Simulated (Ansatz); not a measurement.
**Geometry relaxation, with input and output: GeBH4Br**

The run: geometry relaxation of GeBH4Br. Method and program: RKS B3LYP/def2-SVP (Ansatz 0.2.0).

It belongs to a series of runs on one base structure; here: end point A relaxed. Figures and captions count atoms from 1; the log counts them from 0 in places.

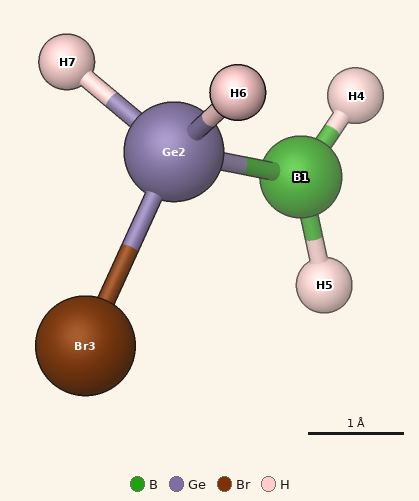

*The starting structure (ball-and-stick view, seen at a tilt; atoms are numbered from 1 in the order of the input). Sticks mark near contacts.*

Bond lengths as drawn: Br–Ge 2.32 Å, B–Ge 1.97 Å, B–H 1.12 to 1.24 Å and Ge–H 1.54 to 1.56 Å.

Results in brief:

| quantity | value |
| --- | --- |
| outcome | converged |
| total energy | −127292.0258 eV |
| mean-field energy | −127292.0258 eV |
| largest force (length of the vector) at the end | 0.022 eV/Å |
| hardware | 2 threads of Arm Neoverse V2, 24 GiB of memory available, shared host |
| wall time | 9.8 s (CPU time 19 s) |
| peak memory | 0.23 GiB |

The input:
```yaml
crystal:
  periodic: [false, false, false]
  atoms:
    - { symbol: B, position_ang: [-0.9969, -0.1486, -0.6758] }
    - { symbol: Ge, position_ang: [0.6094, -0.1119, 0.4611] }
    - { symbol: Br, position_ang: [1.5649, 2.001, 0.3953] }
    - { symbol: H, position_ang: [-1.6187, -1.075, -0.7973] }
    - { symbol: H, position_ang: [-1.3657, 0.8742, -1.2713] }
    - { symbol: H, position_ang: [0.228, -0.4486, 1.9194] }
    - { symbol: H, position_ang: [1.6401, -1.1592, -0.0771] }
basis:
  gaussian: { orbitals: def2-SVP }
hamiltonian:
  xc: b3lyp
relax:
  f_tol: 0.02
  max_steps: 50
output:
  orbitals: {}
```

Run as:
```bash
ansatz run input.yaml --threads 2 --pin off --max-ram 3072MiB --backend cpu --events-out ev --progress --plain --runs-dir out
```

Log:
```
The last accepted step is kept in [file] (removed where the run ends without a failure and the disk answers)
Engine: ansatz 0.2.0, aarch64-unknown-linux-gnu
Functional definition: B3LYP
  parameter a0 = 0.2
  parameter ax = 0.72
  parameter ac = 0.81
  exchange = (1 - a0 - ax)*slater_x + ax*b88_x + a0*exact_x
  correlation = (1 - ac)*vwn_rpa_c + ac*lyp_c
1051 factors; integrals over basis functions are off by at most 3.0e-4 eV
mean field evaluation 1: about -127290.7403 eV, gradient 2.2e1 eV
mean field evaluation 2: about -127291.0733 eV, gradient 2.1e1 eV
mean field evaluation 4: about -127291.8012 eV, gradient 7.1e-1 eV
mean field evaluation 8: about -127291.8081 eV, gradient 1.1e-2 eV
mean field -127291.80813632 eV, -4677.8876675235 hartree, gradient 6.7e-5 eV, S^2 0.000000; 0 other end points of the search recorded, 0 dependent functions left out
the calculation of the forces begins
reference -127291.80839149 eV, -4677.8876769006 hartree; 38, 38 occupied and 60, 60 virtual orbitals, 1051 factors
relax step   1: F+E_penalty+E_count = -127291.80813632 eV  Δ(F+E_penalty+E_count) = +0.000e0 eV  max|allowed force component| = 2.726e0 eV/Å  Δτ_max = 0.0000 Å  (23 SCF iters, accepted)
these checks for a lower state are left out or cut short: starts, cluster_reference, orbital_swaps, neighbouring_geometries, increment
1051 factors; integrals over basis functions are off by at most 3.2e-4 eV
mean field evaluation 16: about -127291.9982 eV, gradient 9.7e-2 eV
mean field -127291.99835378 eV, -4677.8946578861 hartree, gradient 8.1e-6 eV, S^2 0.000000; 0 other end points of the search recorded, 0 dependent functions left out
the calculation of the forces begins
reference -127291.99860980 eV, -4677.8946672944 hartree; 38, 38 occupied and 60, 60 virtual orbitals, 1051 factors
relax step   2: F+E_penalty+E_count = -127291.99835378 eV  Δ(F+E_penalty+E_count) = -1.902e-1 eV  max|allowed force component| = 7.139e-1 eV/Å  Δτ_max = 0.1232 Å  (28 SCF iters, accepted)
these checks for a lower state are left out or cut short: starts, cluster_reference, orbital_swaps, neighbouring_geometries, increment
1051 factors; integrals over basis functions are off by at most 3.2e-4 eV
mean field -127292.01594691 eV, -4677.8953044218 hartree, gradient 5.9e-5 eV, S^2 0.000000; 0 other end points of the search recorded, 0 dependent functions left out
the calculation of the forces begins
reference -127292.01620395 eV, -4677.8953138675 hartree; 38, 38 occupied and 60, 60 virtual orbitals, 1051 factors
relax step   3: F+E_penalty+E_count = -127292.01594691 eV  Δ(F+E_penalty+E_count) = -1.759e-2 eV  max|allowed force component| = 3.135e-1 eV/Å  Δτ_max = 0.0569 Å  (26 SCF iters, accepted)
these checks for a lower state are left out or cut short: starts, cluster_reference, orbital_swaps, neighbouring_geometries, increment
1051 factors; integrals over basis functions are off by at most 3.2e-4 eV
mean field -127292.02549847 eV, -4677.8956554348 hartree, gradient 5.1e-5 eV, S^2 0.000000; 0 other end points of the search recorded, 0 dependent functions left out
the calculation of the forces begins
reference -127292.02575532 eV, -4677.8956648742 hartree; 38, 38 occupied and 60, 60 virtual orbitals, 1051 factors
relax step   4: F+E_penalty+E_count = -127292.02549847 eV  Δ(F+E_penalty+E_count) = -9.552e-3 eV  max|allowed force component| = 1.817e-2 eV/Å  Δτ_max = 0.0334 Å  (26 SCF iters, accepted)
1051 factors; integrals over basis functions are off by at most 3.2e-4 eV
mean field evaluation 32: about -127292.0255 eV, gradient 5.1e-5 eV
```

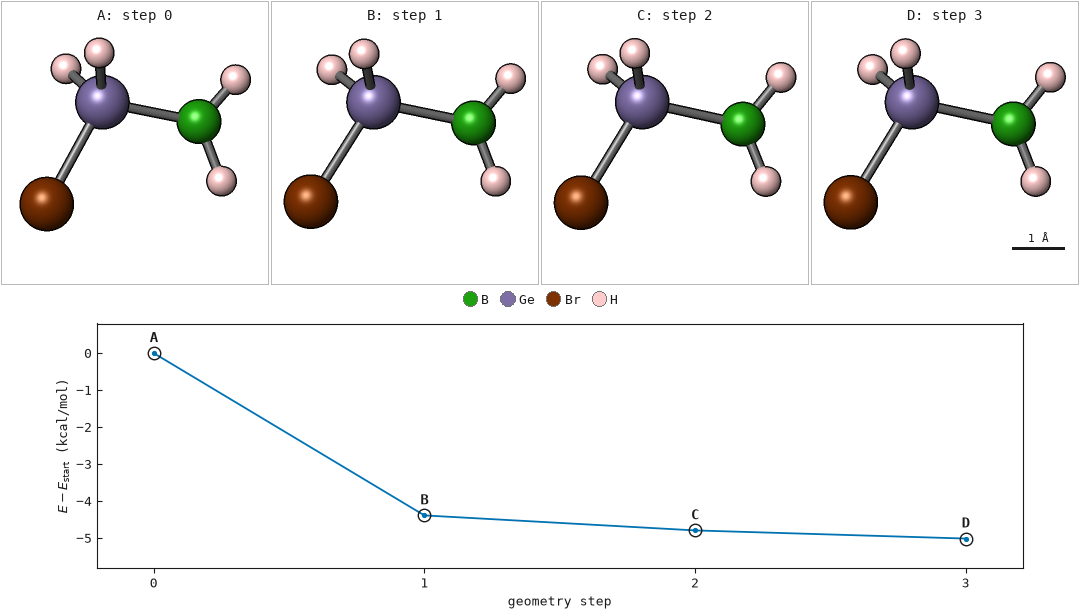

*Frames of the relaxation (ball-and-stick view, seen at a tilt) above the curves, on which the letters mark them (the first geometry is step 0 here and step 1 in the log).*

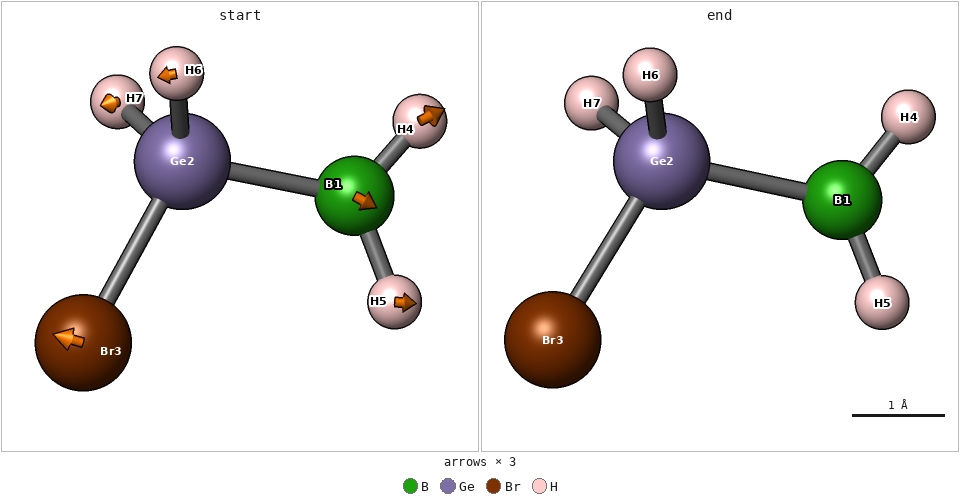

*Before (left) and after (right) the relaxation, at one scale (ball-and-stick view, seen at a tilt). The orange arrows give the displacements, magnified 3 times.*

After 3 geometry steps the energy has fallen by 5.01 kcal/mol. The largest force component goes from 2.7 to 0.018 eV/Å. Br3 moves most after the best rigid fit: 0.12 Å. Largest moves by element: Br 0.12 Å, H 0.11 Å, B 0.10 Å, Ge 0.01 Å. Among the contacts that change: B1–Ge2 1.968 → 2.068 Å, B1–H4 1.122 → 1.206 Å, B1–H5 1.240 → 1.202 Å, Ge2–Br3 2.320 → 2.350 Å. Among the angles that change: B1–Ge2–H7 109.0° → 112.6°, Ge2–B1–H4 122.0° → 118.6°, Br3–Ge2–H6 109.1° → 106.0°. (Atoms are counted from 1 in the order of the input.)

```
mean field -127292.02549847 eV, -4677.8956554348 hartree, gradient 5.1e-5 eV, S^2 0.000000; 1 other end points of the search recorded, 0 dependent functions left out
the calculation of the forces begins
reference -127292.02575532 eV, -4677.8956648742 hartree; 38, 38 occupied and 60, 60 virtual orbitals, 1051 factors
Total energy: -127292.02575532 eV, -4677.8956648742 hartree
Atom 0 at    -1.071116    -0.120156    -0.731620 Å, force     0.001154     0.003400    -0.000620 eV/Å
Atom 1 at     0.618215    -0.113518     0.460385 Å, force    -0.018168    -0.002435    -0.011774 eV/Å
Atom 2 at     1.666284     1.989811     0.460238 Å, force     0.009598     0.017121     0.002100 eV/Å
Atom 3 at    -1.696612    -1.144987    -0.841999 Å, force     0.005597    -0.001842     0.005895 eV/Å
Atom 4 at    -1.439306     0.866823    -1.309630 Å, force    -0.006901     0.003092    -0.005868 eV/Å
Atom 5 at     0.296466    -0.427489     1.938258 Å, force    -0.005664    -0.003975     0.017547 eV/Å
Atom 6 at     1.687170    -1.118584    -0.021333 Å, force     0.014385    -0.015360    -0.007280 eV/Å
Dipole moment:    -0.308228    -0.373310    -0.086277 e Å
```

Trajectory as extended XYZ (Å, eV, eV/Å), 4 frames, from step=1 to step=4:
```
7
Properties=species:S:1:pos:R:3:forces:R:3 step=1 energy=-127291.80814
B    -0.9969   -0.1486   -0.6758   -0.2363   2.7262  -1.0092
Ge    0.6094   -0.1119    0.4611    0.8728  -0.5721   0.4756
Br    1.5649    2.0010    0.3953    0.2586   0.2644   0.0893
H    -1.6187   -1.0750   -0.7973   -1.2717  -2.0451  -0.2267
H    -1.3657    0.8742   -1.2713    0.2255  -0.6561   0.3429
H     0.2280   -0.4486    1.9194    0.1829   0.0308   0.0902
H     1.6401   -1.1592   -0.0771   -0.0318   0.2519   0.2379
7
Properties=species:S:1:pos:R:3:forces:R:3 step=2 energy=-127291.99835
B    -1.0825   -0.1299   -0.7098   -0.0164   0.7139  -0.5236
Ge    0.5911   -0.1165    0.4476    0.5504  -0.0974   0.4544
Br    1.6660    1.9748    0.4607   -0.0323   0.0567  -0.0394
H    -1.6941   -1.1275   -0.8660   -0.3146  -0.5484   0.0396
H    -1.4374    0.8604   -1.3139    0.0537  -0.1613   0.2007
H     0.3211   -0.4204    1.9446   -0.0674  -0.0067  -0.0907
H     1.6969   -1.1090   -0.0089   -0.1735   0.0431  -0.0411
7
Properties=species:S:1:pos:R:3:forces:R:3 step=3 energy=-127292.01595
B    -1.0528   -0.1283   -0.7584   -0.3135   0.0797   0.2568
Ge    0.6123   -0.1150    0.4629    0.1702  -0.0071  -0.0302
Br    1.6625    1.9962    0.4578   -0.0336  -0.0632   0.0046
H    -1.7091   -1.1399   -0.8401    0.1239   0.0094  -0.0791
H    -1.4457    0.8714   -1.3014    0.0936  -0.0559  -0.0860
H     0.3087   -0.4308    1.9485   -0.0539   0.0233  -0.0751
H     1.6852   -1.1217   -0.0150    0.0134   0.0138   0.0089
7
Properties=species:S:1:pos:R:3:forces:R:3 step=4 energy=-127292.02550
B    -1.0711   -0.1202   -0.7316    0.0012   0.0034  -0.0006
Ge    0.6182   -0.1135    0.4604   -0.0182  -0.0024  -0.0118
Br    1.6663    1.9898    0.4602    0.0096   0.0171   0.0021
H    -1.6966   -1.1450   -0.8420    0.0056  -0.0018   0.0059
H    -1.4393    0.8668   -1.3096   -0.0069   0.0031  -0.0059
H     0.2965   -0.4275    1.9383   -0.0057  -0.0040   0.0175
H     1.6872   -1.1186   -0.0213    0.0144  -0.0154  -0.0073
```

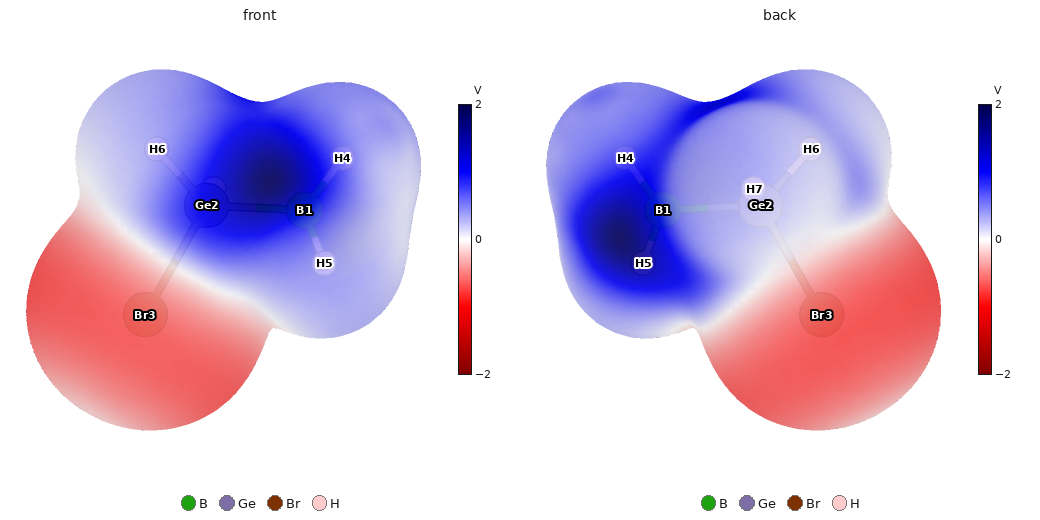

*The electrostatic potential painted on the density surface at 0.001 e/bohr³, seen at a tilt and from behind; red is negative and blue positive.*

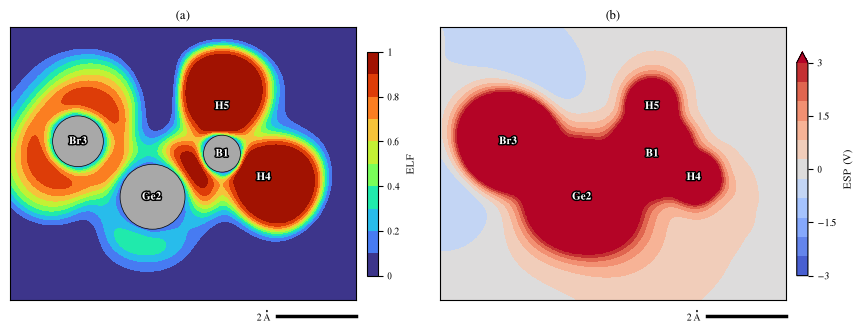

*(a) ELF; (b) molecular electrostatic potential on the plane of atoms B1, Ge2 and Br3. Grey discs, where drawn, cover atomic cores.*

Atoms in the plane: B, Ge, Br and H. Ge–B (2.07 Å): the ELF peaks at about 0.95 in the valence shell of B, 0.8 Å from its nucleus, and is about 0.85 at the midpoint. Ge–Br (2.35 Å): the ELF peaks at about 0.80 in the valence shell of Br, 1.0 Å from its nucleus, and is about 0.70 at the midpoint.
